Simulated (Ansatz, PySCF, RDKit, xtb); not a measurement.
**Which structure has the formula SnNH3?, part 1 of 2**

Task: start from the formula SnNH3, draw up candidate structures, narrow them down in stages, and characterise the one that lies lowest at 298.15 K.

The funnel: GFN2-xTB relaxations, single points with a density functional, relaxations at B3LYP-D3(BJ)/def2-SVP, harmonic vibrations, and a last energy at a higher level. All values are calculated.

6 further runs of the same task are left out: 6 set aside as unsound or not needed.

### Step 1. Possible bonding patterns

A program enumerates the bonding patterns with one Lewis structure each (two rings at most, one unusual centre or charged pair), with their diastereomers. O–O, O–halogen and N–halogen bonds and N–N–N chains are not drawn. That gives 3 candidates.

```csv
label,SMILES,spin
c559,[NH2][SnH],singlet
c570,[NH]=[SnH2],singlet
c702,[NH2][SnH],triplet
```

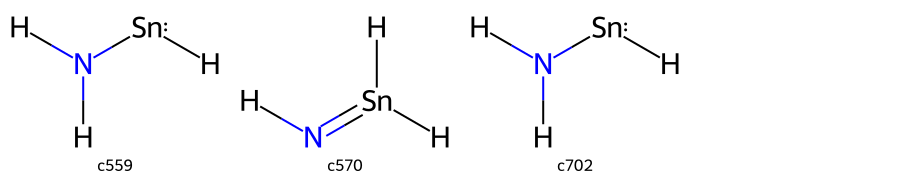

Structural formulas of the candidates.

Candidates are built by distance geometry, with a force field where one applies, in up to four conformers (letters a to d). 6 starts with atoms placed at random are added, to find patterns that the rules miss.

### Step 2. First filter: tight binding

All 10 starts are relaxed the same way. One of them, c097 (atoms placed at random), in full:

start.xyz

```xyz
5
c097
N      0.825830    -1.332260     0.677620
Sn    -0.201980     0.131000     0.739410
H      0.759180     0.801230    -1.139550
H      0.222130    -1.447010    -1.008050
H      1.876660    -0.346860    -0.156230
```

The run is started by

```sh
$ xtb start.xyz --gfn 2 --opt
```

The program printed, cut to the lines that bear on the results:

```text
* xtb version 6.7.1
[...]
          :  # basis functions                  17          :
[...]
          :  # electrons                        12          :
[...]
          :  Hamiltonian                  GFN2-xTB          :
[...]
          :  net charge                          0          :
          :  unpaired electrons                  0          :
[...]
   *** convergence criteria satisfied after 22 iterations ***
[...]
   *** GEOMETRY OPTIMIZATION CONVERGED AFTER 28 ITERATIONS ***
[...]
   *** convergence criteria satisfied after 3 iterations ***
[...]
         ::                     SUMMARY                     ::
         :::::::::::::::::::::::::::::::::::::::::::::::::::::
         :: total energy              -6.561176469143 Eh    ::
         :: gradient norm              0.000320806280 Eh/a0 ::
         :: HOMO-LUMO gap              3.568789029545 eV    ::
         ::.................................................::
         :: SCC energy                -6.603478687095 Eh    ::
         :: -> isotropic ES            0.013515751127 Eh    ::
         :: -> anisotropic ES          0.006203246793 Eh    ::
         :: -> anisotropic XC          0.000981455230 Eh    ::
         :: -> dispersion             -0.002051761609 Eh    ::
         :: repulsion energy           0.042302217952 Eh    ::
         :: add. restraining           0.000000000000 Eh    ::
         :: total charge              -0.000000000000 e     ::
         :::::::::::::::::::::::::::::::::::::::::::::::::::::
[...]
         6        2.0000           -0.3765993             -10.2478 (HOMO)
         7                         -0.2454487              -6.6790 (LUMO)
[...]
     #   Z          covCN         q      C6AA      α(0)
     1   7 N        2.545    -0.398    30.354     8.182
     2  50 Sn       1.693     0.252   456.372    45.927
     3   1 H        0.868    -0.169     8.793     4.644
     4   1 H        0.861     0.150     1.404     1.856
     5   1 H        0.861     0.166     1.297     1.784
[...]
     #   Z sym  total        # sym  WBO       # sym  WBO       # sym  WBO
 ---------------------------------------------------------------------------
     1   7 N    3.282 --     2 Sn   1.369     4 H    0.956     5 H    0.948
     2  50 Sn   2.365 --     1 N    1.369     3 H    0.957
     3   1 H    0.971 --     2 Sn   0.957
     4   1 H    0.978 --     1 N    0.956
     5   1 H    0.972 --     1 N    0.948
 ---------------------------------------------------------------------------
[...]
molecular dipole:
                 x           y           z       tot (Debye)
 q only:       -0.373      -0.416       0.117
   full:       -0.970      -0.675       0.220       3.056
molecular quadrupole (traceless):
[...]
          | TOTAL ENERGY               -6.561176469143 Eh   |
          | GRADIENT NORM               0.000320806280 Eh/α |
          | HOMO-LUMO GAP               3.568789029545 eV   |
           -------------------------------------------------
[...]
```

Wall time 0.091 s (1 thread of Intel Xeon Platinum 8259CL at 2.50GHz (Skylake/Cascade Lake), shared host).

### Step 3. Distinct minima at GFN2-xTB

10 of the 10 relaxations converged; 7 ended on a minimum already found. 3 distinct structures remain:

```
label             start  SMILES after     spin  energy (kcal/mol)
 c315  random and drawn    [NH2][SnH]  singlet                0.0
c570a  drawn and random   [NH]=[SnH2]  singlet               57.6
c702a             drawn    [NH2][SnH]  triplet               77.2
```

GFN2-xTB has no spin polarisation, so it can't rank spin states and is rough for open shells.

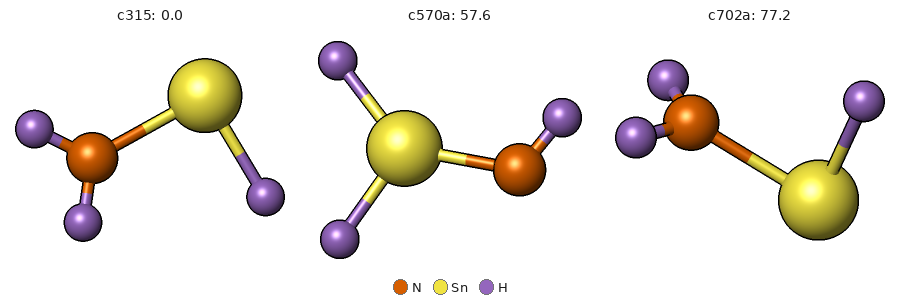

The 3 lowest minima that did not fall apart, with their GFN2-xTB energies in kcal/mol.

### Step 4. Screening with a density functional

A choice of the minima (the low ones first, few conformers of a pattern, up to a cap) and the lowest that fell apart get a single point at r2SCAN-D4/def2-SVP on the tight-binding geometry, and one at HF/STO-3G for comparison. The lowest singlets are also tried as triplets at the same geometry (label ending in t). The first, c315:

input.yaml

```yaml
crystal:
  periodic: [false, false, false]
  atoms:
    - {symbol: N, position_ang: [0.465922, 0.837143, -0.492067]}
    - {symbol: Sn, position_ang: [-0.656992, 0.880660, 1.190293]}
    - {symbol: H, position_ang: [-1.792577, -0.408862, 0.556801]}
    - {symbol: H, position_ang: [0.325747, 0.256558, -1.305962]}
    - {symbol: H, position_ang: [1.283040, 1.408031, -0.659225]}
basis:
  gaussian: {orbitals: def2-SVP}
hamiltonian: {xc: {name: r2SCAN}, dispersion: d4}
scf: {lower_state_search: off}
output: {orbitals: {seedname: orbitals}}
```

The run is started by

```sh
$ ansatz run input.yaml --threads 1 --pin off --max-ram 2610MiB --events-out events.jsonl --progress --plain --runs-dir runs
```

The program printed, cut to the lines that bear on the results:

```text
Warning: RAYON_NUM_THREADS=1 ignored (pool sized by the plan → 1); use --threads N
Functional definition: r2SCAN
  name "r2SCAN"
[...]
637 factors; their error is unknown
[...]
mean field -7370.06038939 eV, -270.8447237038 hartree, gradient 2.5e-6 eV, S^2 0.000000; 0 other end points of the search recorded, 0 dependent functions left out
reference -7370.06039833 eV, -270.8447240324 hartree; 16, 16 occupied and 39, 39 virtual orbitals, 637 factors
Total energy: -7370.07574703 eV, -270.8452880867 hartree
Checks for a lower state left out: stability, starts, cluster_reference, orbital_swaps, neighbouring_geometries, increment
```

Wall time 1.1 s (1 thread of Intel Xeon Platinum 8259CL at 2.50GHz (Skylake/Cascade Lake), shared host).

Relative energies in kcal/mol, each column from its lowest structure that stays in one piece:

| label | SMILES | spin | GFN2-xTB | HF/STO-3G | r2SCAN-D4/def2-SVP |
| --- | --- | --- | --- | --- | --- |
| c315 | [NH2][SnH] | singlet | 0.0 | 0.0 | 0.0 |
| c702a | [NH2][SnH] | triplet | 77.2 | 50.8 | 43.2 |
| c570a | [NH]=[SnH2] | singlet | 57.6 | 49.5 | 57.3 |
| c570at | [NH]=[SnH2] | triplet | – | – | 112.5 |

### Step 5. Third filter: density-functional geometries

3 candidates are relaxed at B3LYP-D3(BJ)/def2-SVP (chosen among the lowest in one piece, with other spins of them). The first, c315:

input.yaml

```yaml
crystal:
  periodic: [false, false, false]
  atoms:
    - symbol: N
      position_ang: [0.465922, 0.837143, -0.492067]
    - symbol: Sn
      position_ang: [-0.656992, 0.880660, 1.190293]
    - symbol: H
      position_ang: [-1.792577, -0.408862, 0.556801]
    - symbol: H
      position_ang: [0.325747, 0.256558, -1.305962]
    - symbol: H
      position_ang: [1.283040, 1.408031, -0.659225]
basis:
  gaussian: {orbitals: def2-SVP}
magnetization: {spin_polarized: false}
hamiltonian: {xc: {name: B3LYP}, dispersion: d3bj}
scf: {lower_state_search: "off"}
relax: {f_tol: 0.003}
```

The run is started by

```sh
$ ansatz run input.yaml --threads 1 --pin off --max-ram 2610MiB --events-out events.jsonl --progress --plain --runs-dir runs
```

The program printed, cut to the lines that bear on the results:

```text
Warning: RAYON_NUM_THREADS=1 ignored (pool sized by the plan → 1); use --threads N
[...]
Functional definition: B3LYP
  name "B3LYP"
[...]
701 factors; integrals over basis functions are off by at most 2.5e-4 eV
[...]
mean field -7370.93712248 eV, -270.8769430507 hartree, gradient 8.7e-7 eV, S^2 0.000000; 0 other end points of the search recorded, 0 dependent functions left out
[...]
reference -7370.93732843 eV, -270.8769506189 hartree; 16, 16 occupied and 39, 39 virtual orbitals, 701 factors
relax step   1: F+E_penalty+E_count = -7371.07722487 eV  Δ(F+E_penalty+E_count) = +0.000e0 eV  max|allowed force component| = 3.635e-1 eV/Å  Δτ_max = 0.0000 Å  (15 SCF iters, accepted)
[...]
relax step   5: F+E_penalty+E_count = -7371.09665388 eV  Δ(F+E_penalty+E_count) = -6.579e-4 eV  max|allowed force component| = 9.604e-3 eV/Å  Δτ_max = 0.0041 Å  (19 SCF iters, accepted)
[...]
relax step   6: F+E_penalty+E_count = -7371.09665961 eV  Δ(F+E_penalty+E_count) = -5.728e-6 eV  max|allowed force component| = 1.871e-3 eV/Å  Δτ_max = 0.0007 Å  (12 SCF iters, accepted)
Total energy: -7371.09686522 eV, -270.8828134878 hartree
Atom 0 at     0.465874     0.832441    -0.499643 Å, force     0.001354     0.000200    -0.000239 eV/Å
Atom 1 at    -0.666560     0.877992     1.198895 Å, force     0.001075     0.000737     0.000091 eV/Å
Atom 2 at    -1.757220    -0.390220     0.539227 Å, force    -0.000610    -0.000623    -0.000838 eV/Å
Atom 3 at     0.298339     0.234902    -1.305273 Å, force     0.000053     0.000637     0.001166 eV/Å
Atom 4 at     1.284707     1.418415    -0.643365 Å, force    -0.001871    -0.000950    -0.000179 eV/Å
Dipole moment:     0.190671     0.078567    -0.134576 e Å
Checks for a lower state left out: stability, starts, cluster_reference, orbital_swaps, neighbouring_geometries, increment
```

Run time: 11 s. Hardware: 1 thread of Intel Xeon Platinum 8259CL at 2.50GHz (Skylake/Cascade Lake), shared host.

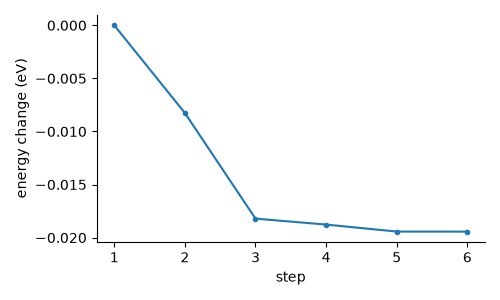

Energy along the run, all evaluated steps.

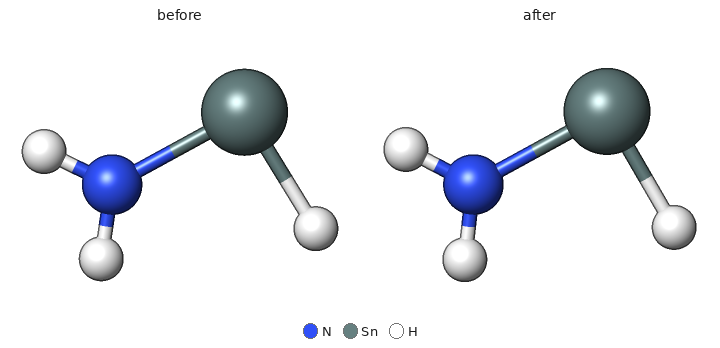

Before and after, at one scale.

After the run. Bond lengths: N1–Sn2 2.042 Å, Sn2–H3 1.798 Å, N1–H4 1.017 Å, N1–H5 1.017 Å. Angles: N1–Sn2–H3 90.9°, Sn2–N1–H4 125.5°, Sn2–N1–H5 123.4°, H4–N1–H5 111.1°.

### Step 6. Ranking at B3LYP-D3(BJ)/def2-SVP

| label | spin | r2SCAN-D4/def2-SVP (kcal/mol) | B3LYP-D3(BJ)/def2-SVP, relaxed (kcal/mol) | time |
| --- | --- | --- | --- | --- |
| c315 | singlet | 0.0 | 0.0 | 11 s |
| c702a | triplet | 43.2 | 42.7 | 26 s |
| c570a | singlet | 57.3 | 58.2 | 13 s |

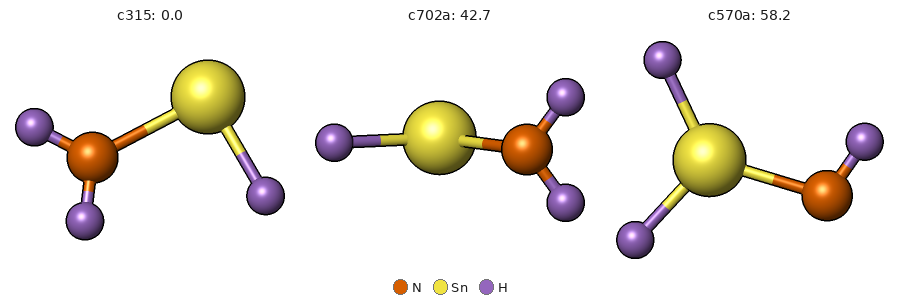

The relaxed structures, with energies at B3LYP-D3(BJ)/def2-SVP in kcal/mol.

### Step 7. Vibrations and thermal terms

The lowest few in one piece go on as finalists. Harmonic vibrations at B3LYP-D3(BJ)/def2-SVP test each finalist and give the zero-point energy and the thermal terms. The first, c315:

input.yaml

```yaml
crystal:
  periodic: [false, false, false]
  atoms:
    - symbol: N
      position_ang: [0.465874, 0.832441, -0.499643]
    - symbol: Sn
      position_ang: [-0.666560, 0.877992, 1.198895]
    - symbol: H
      position_ang: [-1.757220, -0.390220, 0.539227]
    - symbol: H
      position_ang: [0.298339, 0.234902, -1.305273]
    - symbol: H
      position_ang: [1.284707, 1.418415, -0.643365]
basis:
  gaussian: {orbitals: def2-SVP}
hamiltonian: {xc: {name: B3LYP}, dispersion: d3bj}
scf: {lower_state_search: "off"}
phonons: {}
```

The run is started by

```sh
$ ansatz run input.yaml --threads 1 --pin off --max-ram 2610MiB --events-out events.jsonl --progress --plain --runs-dir runs
```

The program printed, cut to the lines that bear on the results:

```text
Warning: RAYON_NUM_THREADS=1 ignored (pool sized by the plan → 1); use --threads N
[... 2 set-up lines as earlier in the session ...]
[...]
699 factors; integrals over basis functions are off by at most 2.7e-4 eV
[...]
mean field -7370.95642837 eV, -270.8776525288 hartree, gradient 8.9e-7 eV, S^2 0.000000; 0 other end points of the search recorded, 0 dependent functions left out
[...]
reference -7370.95663407 eV, -270.8776600881 hartree; 16, 16 occupied and 39, 39 virtual orbitals, 699 factors
[...]
699 factors; integrals over basis functions are off by at most 2.6e-4 eV
mean field -7370.95631687 eV, -270.8776484313 hartree, gradient 2.0e-6 eV, S^2 0.000000; 0 other end points of the search recorded, 0 dependent functions left out
[...]
reference -7370.95652254 eV, -270.8776559897 hartree; 16, 16 occupied and 39, 39 virtual orbitals, 699 factors
[...]
699 factors; integrals over basis functions are off by at most 2.7e-4 eV
[...]
mean field -7370.95642488 eV, -270.8776524007 hartree, gradient 2.0e-6 eV, S^2 0.000000; 0 other end points of the search recorded, 0 dependent functions left out
[...]
reference -7370.95663060 eV, -270.8776599608 hartree; 16, 16 occupied and 39, 39 virtual orbitals, 699 factors
Total energy: -7371.09685989 eV, -270.8828132919 hartree
Atom 0 at     0.465874     0.832441    -0.499643 Å, force     0.001362     0.000195    -0.000260 eV/Å
Atom 1 at    -0.666560     0.877992     1.198895 Å, force     0.001059     0.000739     0.000118 eV/Å
Atom 2 at    -1.757220    -0.390220     0.539227 Å, force    -0.000608    -0.000622    -0.000840 eV/Å
Atom 3 at     0.298339     0.234902    -1.305273 Å, force     0.000054     0.000635     0.001162 eV/Å
Atom 4 at     1.284707     1.418415    -0.643365 Å, force    -0.001868    -0.000947    -0.000180 eV/Å
Dipole moment:     0.190671     0.078568    -0.134576 e Å
Vibrations: 421.33 530.50 599.12 607.05 745.86 1511.19 1659.63 3541.25 3651.06 cm⁻¹, zero-point energy 0.822449 eV
Checks for a lower state left out: stability, starts, cluster_reference, orbital_swaps, neighbouring_geometries, increment
```

Run time: 48 s. Hardware: 1 thread of Intel Xeon Platinum 8259CL at 2.50GHz (Skylake/Cascade Lake), shared host.

### Step 8. Thermal terms of the finalists

At 298.15 K and 1 atm, ideal gas, rigid rotor and harmonic oscillator:

```
label       SMILES     spin  point group  lowest mode (cm⁻¹)  zero-point (kcal/mol)  G − E (kcal/mol)
 c315   [NH2][SnH]  singlet           Cs                 421                   19.0               2.6
c702a   [NH2][SnH]  triplet           Cs                 367                   18.4               1.2
c570a  [NH]=[SnH2]  singlet           Cs                 368                   15.7              -0.6
```

### Step 9. Energies at the top level

Each finalist gets a single point at CCSD(T)/def2-TZVPP.

c315, CCSD(T)/def2-TZVPP:

input.yaml

```yaml
crystal:
  periodic: [false, false, false]
  atoms:
    - {symbol: "N", position_ang: [0.465874, 0.832441, -0.499643]}
    - {symbol: Sn, position_ang: [-0.666560, 0.877992, 1.198895]}
    - {symbol: H, position_ang: [-1.757220, -0.390220, 0.539227]}
    - {symbol: H, position_ang: [0.298339, 0.234902, -1.305273]}
    - {symbol: H, position_ang: [1.284707, 1.418415, -0.643365]}
basis:
  gaussian:
    orbitals: def2-TZVPP
correlation:
  method: ccsd_t
  frozen_orbitals: {Sn: 4, H: 0, "N": 1}
```

The run is started by

```sh
$ ansatz run input.yaml --threads 1 --pin off --max-ram 2610MiB --events-out events.jsonl --progress --plain --runs-dir runs
```

The program printed, cut to the lines that bear on the results:

```text
Warning: RAYON_NUM_THREADS=1 ignored (pool sized by the plan → 1); use --threads N
Functional definition: HF
  name "HF"
[...]
899 factors; integrals over basis functions are off by at most 7.2e-4 eV
[...]
mean field -7335.27862134 eV, -269.5665173037 hartree, gradient 1.4e-6 eV, S^2 0.000000; 0 other end points of the search recorded, 0 dependent functions left out
5 core orbitals not correlated: weight in the atoms' cores, before any rotation towards them, 1.000 or more for the frozen orbitals, at most 0.000 for the correlated occupied ones
reference -7335.27862134 eV, -269.5665173037 hartree; 11, 11 occupied and 107, 107 virtual orbitals, 899 factors
second order -14.57868009 eV of doubles, -0.00000000 eV of singles
cycle   1  -14.29368125 eV  change    2.8e-1 eV  update   1.0e-1
[...]
cycle  10  -14.75501717 eV  change    2.1e-5 eV  update   2.0e-5
perturbative correction -0.50755630 eV, -0.0186523501 hartree
Total energy: -7350.54119481 eV, -270.1274065335 hartree
```

Run time: 16 s. Hardware: 1 thread of Intel Xeon Platinum 8259CL at 2.50GHz (Skylake/Cascade Lake), shared host; peak memory 0.64 GiB.

### Step 10. c702a at CCSD(T)/def2-TZVPP

input.yaml

```yaml
crystal:
  periodic: [false, false, false]
  atoms:
    - symbol: "N"
      position_ang: [-0.808585, -1.130842, -2.178253]
    - symbol: Sn
      position_ang: [1.282142, -0.903471, -2.025907]
    - symbol: H
      position_ang: [-1.285589, -1.371554, -1.306230]
    - symbol: H
      position_ang: [-1.124495, -1.787469, -2.895845]
    - symbol: H
      position_ang: [1.674655, 0.770853, -2.424147]
basis:
  gaussian: {orbitals: def2-TZVPP}
magnetization: {spin_polarized: true, initial_magnetization: 2}
correlation: {method: ccsd_t, frozen_orbitals: {Sn: 4, H: 0, "N": 1}}
scf: {omitted_lower_state_checks: [cluster_reference]}
```

The run is started by

```sh
$ ansatz run input.yaml --threads 1 --pin off --max-ram 2610MiB --events-out events.jsonl --progress --plain --runs-dir runs
```

The program printed, cut to the lines that bear on the results:

```text
Warning: RAYON_NUM_THREADS=1 ignored (pool sized by the plan → 1); use --threads N
[... 2 set-up lines as earlier in the session ...]
[...]
902 factors; integrals over basis functions are off by at most 6.4e-4 eV
[...]
mean field -7333.97473564 eV, -269.5186003883 hartree, gradient 2.0e-6 eV, S^2 2.029802; 1 other end points of the search recorded, 0 dependent functions left out
5 core orbitals not correlated: weight in the atoms' cores, before any rotation towards them, 1.000 or more for the frozen orbitals, at most 0.000 for the correlated occupied ones
reference -7333.97473564 eV, -269.5186003883 hartree; 12, 10 occupied and 106, 108 virtual orbitals, 902 factors
second order -13.90912894 eV of doubles, -0.00000000 eV of singles
cycle   1  -13.73058143 eV  change    1.8e-1 eV  update   9.9e-2
[...]
cycle  13  -14.20577813 eV  change   -2.0e-5 eV  update   2.0e-5
perturbative correction -0.48904575 eV, -0.0179720997 hartree
Total energy: -7348.66955952 eV, -270.0586252054 hartree
Checks for a lower state left out: cluster_reference
```

It took 66 s on 1 thread of Intel Xeon Platinum 8259CL at 2.50GHz (Skylake/Cascade Lake), shared host; peak memory 1.4 GiB.

For c570a the log finds that unrestricted Hartree-Fock orbitals lie lower, a sign to watch the closed-shell reference there.

### Step 11. Putting it together

Energies in kcal/mol from c315; G adds the thermal terms to the CCSD(T)/def2-TZVPP energy. The columns left of the relaxed level are at the tight-binding geometries.

```csv
label,SMILES,spin,HF/STO-3G,r2SCAN-D4/def2-SVP,B3LYP-D3(BJ)/def2-SVP,HF/def2-TZVPP,MP2/def2-TZVPP,CCSD(T)/def2-TZVPP,G,share at equilibrium,T1
c315,[NH2][SnH],singlet,0.0,0.0,0.0,0.0,0.0,0.0,0.0,100.0 %,0.018
c702a,[NH2][SnH],triplet,50.8,43.2,42.7,30.1,45.5,43.2,41.8,< 0.1 %,0.022
c570a,[NH]=[SnH2],singlet,49.5,57.3,58.2,64.2,48.9,49.0,45.8,< 0.1 %,0.026
```

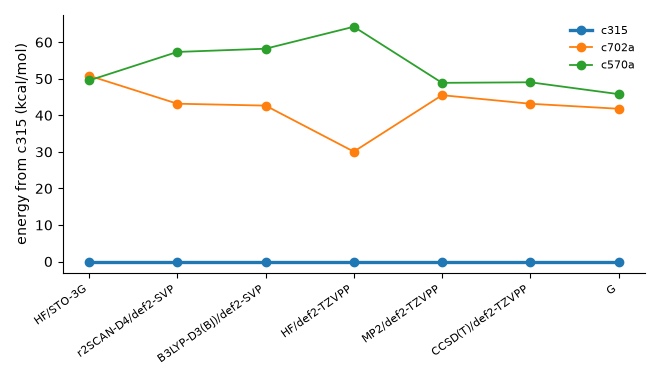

The finalists at each level, measured from c315.

Lowest found: c315, `[NH2][SnH]`, a singlet of point group Cs. Bond lengths: N1–Sn2 2.042 Å, Sn2–H3 1.798 Å, N1–H4 1.017 Å, N1–H5 1.017 Å. Angles: N1–Sn2–H3 90.9°, Sn2–N1–H4 125.5°, Sn2–N1–H5 123.4°, H4–N1–H5 111.1°.

```xyz
5

N     0.4659    0.8324   -0.4996
Sn   -0.6666    0.8780    1.1989
H    -1.7572   -0.3902    0.5392
H     0.2983    0.2349   -1.3053
H     1.2847    1.4184   -0.6434
```

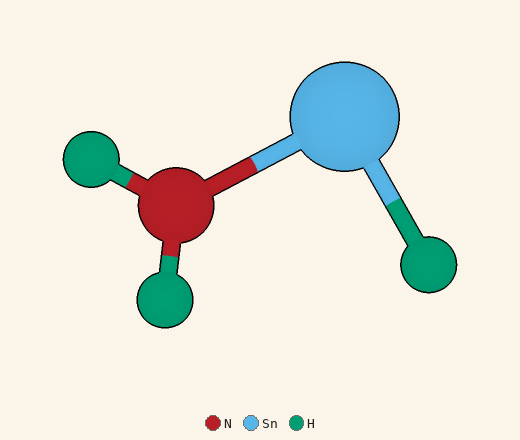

The lowest structure found, seen from a chosen angle (nitrogen red, tin blue, hydrogen teal).

### Step 12. Density, orbitals and dipole (PBE0/def2-TZVPD)

input.yaml

```yaml
crystal:
  periodic: [false, false, false]
  atoms:
    - symbol: N
      position_ang: [0.465874, 0.832441, -0.499643]
    - symbol: Sn
      position_ang: [-0.666560, 0.877992, 1.198895]
    - symbol: H
      position_ang: [-1.757220, -0.390220, 0.539227]
    - symbol: H
      position_ang: [0.298339, 0.234902, -1.305273]
    - symbol: H
      position_ang: [1.284707, 1.418415, -0.643365]
basis:
  gaussian: {orbitals: def2-TZVPD}
hamiltonian: {xc: pbe0}
output: {forces: true, orbitals: {seedname: orbitals}}
```

The run is started by

```sh
$ ansatz run input.yaml --threads 1 --pin off --max-ram 2610MiB --events-out events.jsonl --progress --plain --runs-dir runs
```

The program printed, cut to the lines that bear on the results:

```text
Warning: RAYON_NUM_THREADS=1 ignored (pool sized by the plan → 1); use --threads N
Functional definition: PBE0
  name "PBE0"
[...]
820 factors; their error is unknown
[...]
mean field -7369.30125050 eV, -270.8168258642 hartree, gradient 1.1e-5 eV, S^2 0.000000; 0 other end points of the search recorded, 0 dependent functions left out
[...]
reference -7369.30128196 eV, -270.8168270204 hartree; 16, 16 occupied and 104, 104 virtual orbitals, 820 factors
Total energy: -7369.30128196 eV, -270.8168270204 hartree
Atom 0 at     0.465874     0.832441    -0.499643 Å, force    -0.022470     0.021792     0.071995 eV/Å
Atom 1 at    -0.666560     0.877992     1.198895 Å, force     0.187493    -0.156128    -0.540806 eV/Å
Atom 2 at    -1.757220    -0.390220     0.539227 Å, force     0.112209     0.135149     0.075472 eV/Å
Atom 3 at     0.298339     0.234902    -1.305273 Å, force     0.037148     0.213673     0.320805 eV/Å
Atom 4 at     1.284707     1.418415    -0.643365 Å, force    -0.314379    -0.214485     0.072533 eV/Å
Dipole moment:     0.133299     0.084821    -0.041672 e Å
```

Wall time 3.3 s (1 thread of Intel Xeon Platinum 8259CL at 2.50GHz (Skylake/Cascade Lake), shared host).

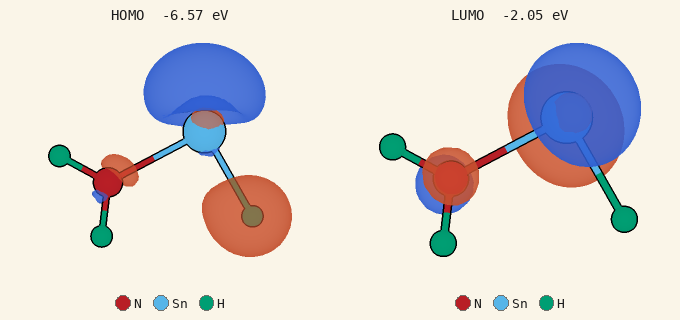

Frontier orbitals of this run, surfaces at ±0.2 Å^-3/2.

(Continued in part 2 of 2.)
